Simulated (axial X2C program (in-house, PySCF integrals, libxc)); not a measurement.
**Relativistic diatomic calculation, with input and output: AuDy⁻**

AuDy⁻, single determinant with Ω = 7. Computed at this level: PBE0, two-component X2C with atomic mean-field Coulomb and Gaunt terms, Au dyall-av2z, Dy dyall-v2z (cores contracted) (axial X2C program (in-house, PySCF integrals, libxc)).

## Results in brief

```tsv
quantity	value
outcome	converged; a filled level lies above zero
bond length rₑ	2.918 Å
ωₑ	93.68 cm⁻¹
energy at the minimum	−31170.20729 hartree
depth below the fragments	1.31 eV
hardware	1 thread of Arm Neoverse N1, 98 GiB of memory available, shared host
wall time	2.7 min
peak memory	0.88 GiB
```

## Remarks

The highest filled level (PBE0, up to 0.43 eV) lies above zero. That is common for anions, where the functional's self-interaction leaves the outer electrons unbound; only the finite basis holds them, so such levels depend on it.

## The input
```
{"zs": [79, 66], "q": -1, "bas": ["dyall-av2z", "dyall-v2z"], "levels": ["PBE0", "HF", "B97-3", "BHandHLYP"], "cc": false, "r0": 2.91}
```

The line is the task of a batch: nuclear charges, charge, bases, the levels to run, a first guess of the distance and further settings. This report covers PBE0 with spin-orbit coupling. The log is that of the reference distance 2.93 Å.

The run was one of a batch that the task file lists, launched with:
```bash
python <driver script> task.json out
```

## Log
```
two-component X2C + atomic mean field  PBE0
basis functions 288  fitting functions 1702  grid points 5805
iter        total energy     max residual
   1     -31170.051872330     7.70e+00
   2     -31170.207195105     3.12e-02
   3     -31170.207258105     2.19e-02
   4     -31170.207271277     4.71e-03
   5     -31170.207271960     4.13e-03
   6     -31170.207274243     1.29e-03
   7     -31170.207274343     5.00e-04
   8     -31170.207274549     3.42e-04
   9     -31170.207274560     7.05e-05
  10     -31170.207274592     6.90e-05
  11     -31170.207274592     1.79e-05
converged
one-electron -44591.41378635  Coulomb 13143.13593849  exact exchange -156.65462079  xc functional -479.92195918  nuclear repulsion 941.68258626  atomic mean-field constant -27.03543302
```

## The points of the curve

```tsv
R (Å)	E (hartree)	dipole (D; origin at the first atom, positive when the second is positive)	highest filled (eV)	lowest empty (eV)
2.549	−31170.195770	−10.35	0.43	1.99
2.666	−31170.202716	−10.33	0.35	2.01
2.754	−31170.205555	−10.28	0.27	2.03
2.842	−31170.206960	−10.20	0.20	2.04
2.930	−31170.207275	−10.09	0.12	2.05
3.033	−31170.206680	−9.95	0.03	2.06
3.135	−31170.205338	−9.78	−0.03	2.07
3.267	−31170.202939	−9.53	−0.11	2.07
3.428	−31170.199427	−9.20	−0.21	2.06
```

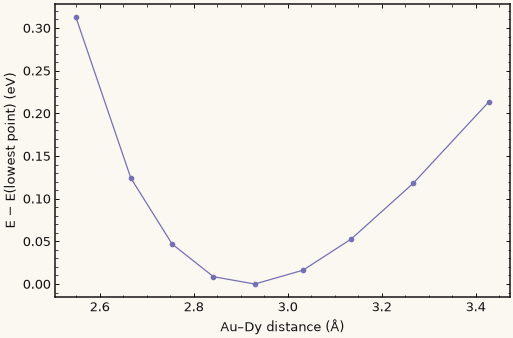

Figure 1. Energy at 9 bond lengths, for one set of occupations held fixed; the line joins the points. A polynomial of degree 6 through 9 points gives rₑ = 2.918 Å, ωₑ = 93.68 cm⁻¹, ωₑxₑ = 0.26 cm⁻¹ and Bₑ = 0.02213 cm⁻¹. The minimum lies 1.31 eV below Au⁻ + Dy, each computed as one determinant at the same level.

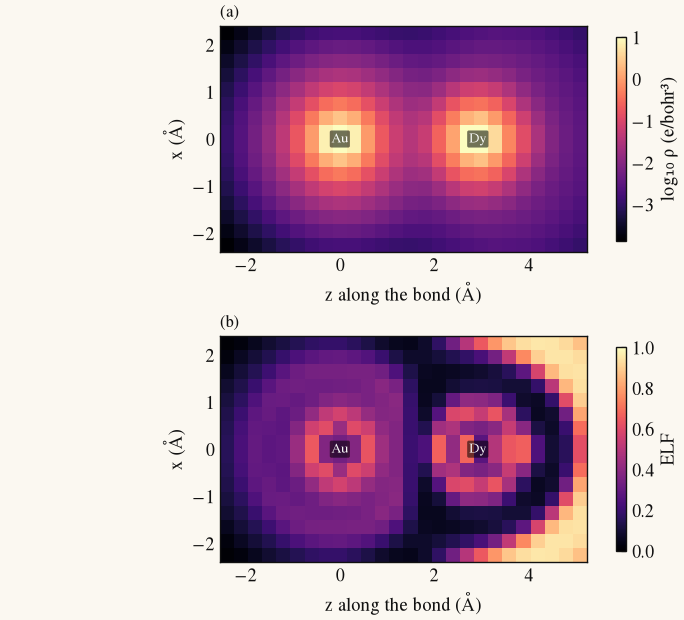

Figure 2. (a) electron density on a logarithmic scale; (b) electron localisation function, in a plane that holds the axis, at 2.93 Å, on points 0.3 Å apart (one half computed, the other mirrored); the structure near the nuclei is finer than these points.

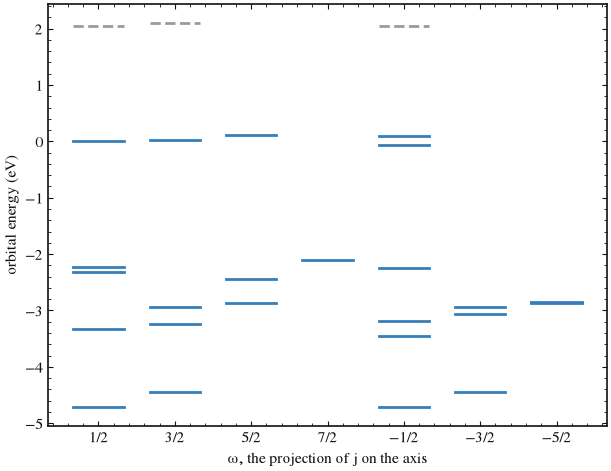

Figure 3. Orbital energies near the frontier at 2.93 Å, filled (solid) and empty (dashed). The highest filled spinor (5/2; 100 % Dy f) lies at 0.12 eV, the lowest empty one (−1/2; 70 % Au p, 29 % Dy p) at 2.05 eV. A filled level above zero is held only by the finite basis .
